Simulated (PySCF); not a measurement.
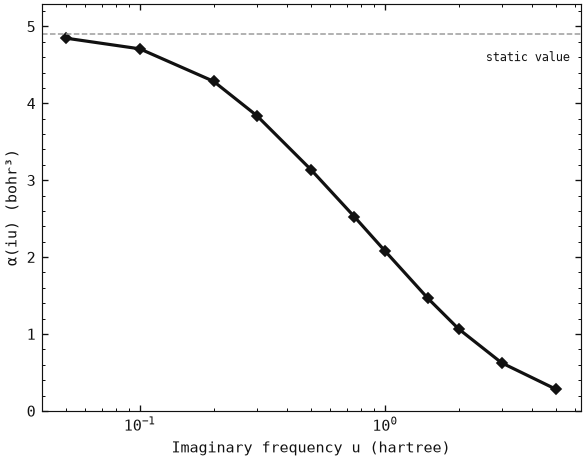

Dipole polarisability at imaginary frequency of an atom or ion with 20 electrons in the configuration [Ar] 3d². Coupled response at the PBE0 level; PySCF, x2c-TZVPPall plus 1 diffuse shell for each l, spin-free X2C-1e, unrestricted single determinants, no spin-orbit coupling.

Which species is it, and what does the curve give?

Answer. Ti²⁺. The static dipole polarisability is 4.90 bohr³; α(iu) falls to half of it near u = 0.79 hartree. The Casimir–Polder integral gives C₆ = 14.6 hartree bohr⁶ for two such species.
